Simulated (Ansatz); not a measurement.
# RPA@PBE/3-21G run of PH2 (SMILES [PH2])

Aim: the energy change on altering one bond length of PH2 at RPA@PBE/3-21G, from 2 runs. 

The results are computed with Ansatz 0.2.0.

46 further runs of the same task are left out: 46 set aside as unsound or not needed.

**1. The system as given**

PH2 has 3 atoms, charge 0, and is taken as a doublet. SMILES: `[PH2]`. Geometry: relaxed at GFN2-xTB.

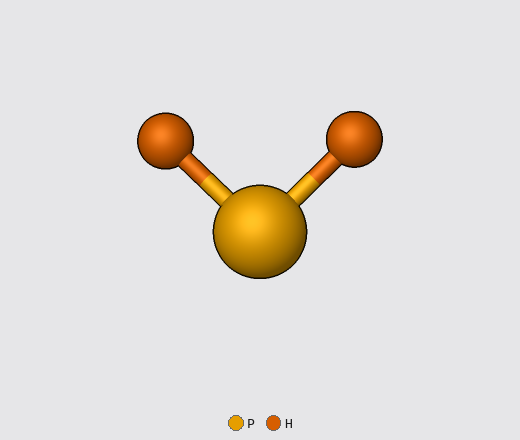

Viewed from a chosen angle; phosphorus amber, hydrogen orange.

**2. A single-point energy at RPA@PBE/3-21G**

File molecule.yaml:

```yaml
crystal:
  periodic: [false, false, false]
  atoms:
    - symbol: P
      position_ang: [0.514470, -0.302750, 0.252680]
    - symbol: H
      position_ang: [0.111510, 1.027360, 0.172420]
    - symbol: H
      position_ang: [-0.625980, -0.724620, -0.425100]
basis:
  gaussian:
    orbitals: 3-21G.json
magnetization:
  spin_polarized: true
  initial_magnetization: 1
hamiltonian:
  xc: pbe
correlation:
  method: rpa
  frozen_orbitals: {H: 0, P: 5}
accuracy: high
```

The basis set 3-21G is read from a file made from the Basis Set Exchange's data (not shown).

Started as:

```
$ ansatz run molecule.yaml --threads 1 --pin off --max-ram 2610MiB --events-out events.jsonl --progress --plain --runs-dir runs
```

Log:

```text
Warning: RAYON_NUM_THREADS=1 ignored (pool sized by the plan → 1); use --threads N
Functional definition: PBE
  name "PBE"
  parameter kappa = 0.804
  parameter beta = 0.06672455060314922
  exchange = pbe_x(kappa = kappa, mu = beta*pi^2/3)
  correlation = pbe_c(beta = beta)
323 factors; integrals over basis functions are off by at most 2.1e-9 eV
mean field evaluation 1: about -9267.3147 eV, gradient 4.7e0 eV
mean field evaluation 2: about -9267.3005 eV, gradient 4.8e0 eV
mean field evaluation 4: about -9267.4823 eV, gradient 6.1e-1 eV
mean field evaluation 8: about -9267.4851 eV, gradient 1.0e-3 eV
mean field evaluation 16: about -9267.4851 eV, gradient 8.8e-9 eV
mean field -9267.48506480 eV, -340.5737944042 hartree, gradient 1.0e-8 eV, S^2 0.751649; 0 other end points of the search recorded, 0 dependent functions left out
5 core orbitals not correlated: weight in the atoms' cores, before any rotation towards them, 1.000 or more for the frozen orbitals, at most 0.000 for the correlated occupied ones
reference -9254.88657372 eV, -340.1108083967 hartree; 4, 3 occupied and 8, 9 virtual orbitals, 323 factors
Total energy: -9257.93144466 eV, -340.2227053398 hartree
```

Wall time 0.95 s (1 thread of Arm Neoverse V1, shared host); peak memory 0.1 GiB.

**3. The distorted shape at the same level**

File input.yaml:

```yaml
crystal:
  periodic: [false, false, false]
  atoms:
    - {symbol: P, position_ang: [0.799546, -0.197296, 0.422103]}
    - {symbol: H, position_ang: [0.396586, 1.132814, 0.341843]}
    - {symbol: H, position_ang: [-0.625980, -0.724620, -0.425100]}
basis:
  gaussian:
    orbitals: 3-21G.json
magnetization:
  spin_polarized: true
  initial_magnetization: 1
hamiltonian:
  xc: pbe
correlation:
  method: rpa
  frozen_orbitals: {H: 0, P: 5}
accuracy: high
```

The basis set 3-21G is read from a file made from the Basis Set Exchange's data (not shown).

Started as:

```
$ ansatz run input.yaml --threads 1 --pin off --max-ram 2610MiB --events-out events.jsonl --progress --plain --runs-dir runs
```

Log (excerpt; [...] marks lines left out):

```text
Warning: RAYON_NUM_THREADS=1 ignored (pool sized by the plan → 1); use --threads N
[... 6 set-up lines as earlier in the session ...]
322 factors; integrals over basis functions are off by at most 2.2e-9 eV
mean field evaluation 1: about -9267.0135 eV, gradient 3.9e0 eV
mean field evaluation 2: about -9267.0013 eV, gradient 3.9e0 eV
mean field evaluation 4: about -9267.1264 eV, gradient 9.5e-1 eV
mean field evaluation 8: about -9267.1362 eV, gradient 2.3e-2 eV
mean field evaluation 16: about -9267.1362 eV, gradient 1.1e-6 eV
mean field -9267.13618604 eV, -340.5609733463 hartree, gradient 1.0e-8 eV, S^2 0.753023; 0 other end points of the search recorded, 0 dependent functions left out
5 core orbitals not correlated: weight in the atoms' cores, before any rotation towards them, 1.000 or more for the frozen orbitals, at most 0.000 for the correlated occupied ones
reference -9254.29046356 eV, -340.0889017524 hartree; 4, 3 occupied and 8, 9 virtual orbitals, 322 factors
Total energy: -9257.61556274 eV, -340.2110968936 hartree
```

Run time: 1 s. Hardware: 1 thread of Arm Neoverse V1, shared host; peak memory 0.099 GiB.

**4. Outcome**

At RPA@PBE/3-21G, 5 core orbitals frozen:

```
                                                         quantity          value
                                        first shape: total energy  -340.22271 Eh
                    first shape: RPA correlation energy (valence)     -111.9 mEh
                   first shape: ⟨S²⟩ of the reference determinant          0.752
                                    distorted shape: total energy  -340.21110 Eh
                distorted shape: RPA correlation energy (valence)     -122.2 mEh
               distorted shape: ⟨S²⟩ of the reference determinant          0.753
energy change with the P1–H3 bond stretched from 1.392 to 1.740 Å       0.316 eV
```

In words: With the P1–H3 bond stretched from 1.392 to 1.740 Å the energy rises by 0.32 eV (30.5 kJ/mol). The first shape isn't relaxed at this level, so the change isn't measured from a minimum.
